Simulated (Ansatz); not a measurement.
**H11O3Si4···F: density, localisation and related maps**

```xyz
19

Si   -0.5697   -0.5970    0.5233
O    -1.5115    0.7732   -0.0870
Si   -1.7058    1.4074   -1.6389
O     0.9158   -0.2835    1.1076
Si    1.5457    0.3774    2.4814
O    -0.1876   -1.0655   -1.0296
Si    1.1746   -1.5771   -1.7844
H    -1.3382   -1.7441    1.0151
H    -1.7126    1.0154    0.9531
F    -1.3340    0.3977    2.0249
H    -2.4379    0.4269   -2.4636
H    -0.3769    1.7254   -2.1990
H    -2.5028    2.6378   -1.4340
H     1.2513    1.8311    2.5426
H     3.0147    0.1838    2.3980
H     1.0272   -0.2991    3.6943
H     2.1486   -0.4644   -1.9368
H     1.8180   -2.6864   -1.0338
H     0.7815   -2.0588   -3.1330
```

A transition-state structure; geometry: PBE0-D4/def2-TZVP.

Level of theory: Ansatz, RKS PBE0-D4/def2-TZVPP.

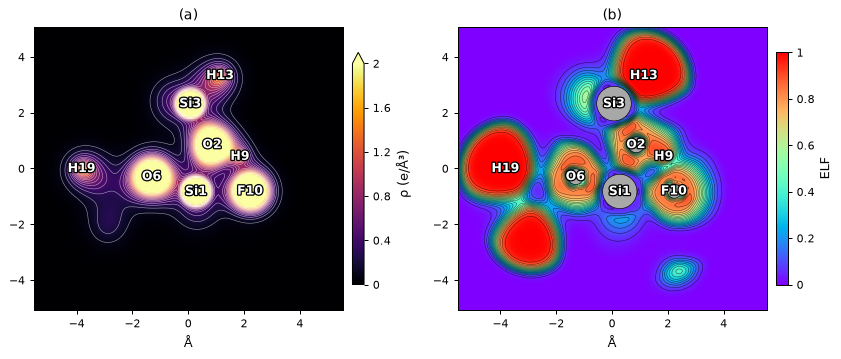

Figure 1. (a) total electron density; (b) electron localisation function on the plane of atoms O2, Si1 and O6. Grey discs cover the atomic cores in the ELF map.

Interpret the plot.

- Atoms in the plane: Si, O, H and F.
- F10···H9 (1.29 Å): the density falls to about 0.84 e/Å³ on the way; the ELF climbs to about 0.85 towards the hydrogen, as it does in any bond to H.
- O–H (1.09 Å): the density is about 3 e/Å³ at the midpoint; the ELF climbs to about 0.90 towards the hydrogen: a covalent bond by its length.
- Si–O (1.69 Å): the density is about 1 e/Å³ at the midpoint; the ELF peaks at about 0.90 between the atoms: a polar covalent bond.
- Si–O (1.77 Å): ρ is about 0.88 e/Å³ halfway; the ELF peaks at about 0.90 between the atoms; a shared but strongly polarised pair.
- Si–H (1.48 Å): ρ is about 0.84 e/Å³ halfway; the ELF climbs to about 1 towards the hydrogen.

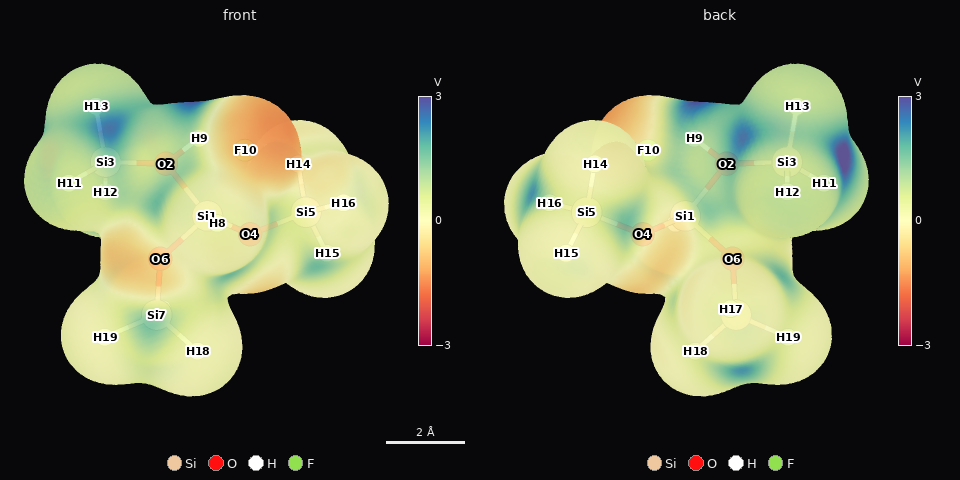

Figure 2. The molecular electrostatic potential painted on the density surface at 0.004 e/bohr³, seen from the front and from behind; the colour scale runs from red (negative) to blue (positive).

Where is the surface potential most negative and most positive?

The most negative region (about −1.4 V) lies over F10, the most positive (about +2.9 V) over Si3 and H9.

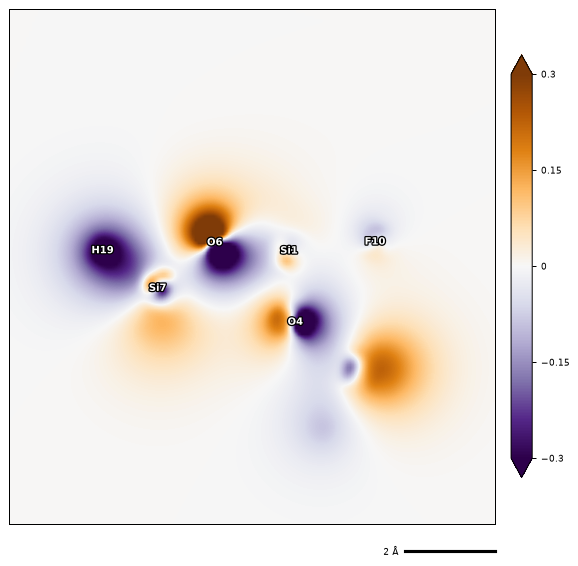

Figure 3. The HOMO−1 on the plane of atoms O6, Si7 and H19 (values in Å⁻³ᐟ²; the overall sign is arbitrary).

Describe this orbital and give its energy.

Its weight (Hirshfeld) is mainly on O4 (about 20 %), Si5 (about 15 %), H16 (about 15 %), O6 (about 15 %), Si7 (about 10 %) and H19 (about 10 %). Its energy is −8.90 eV.
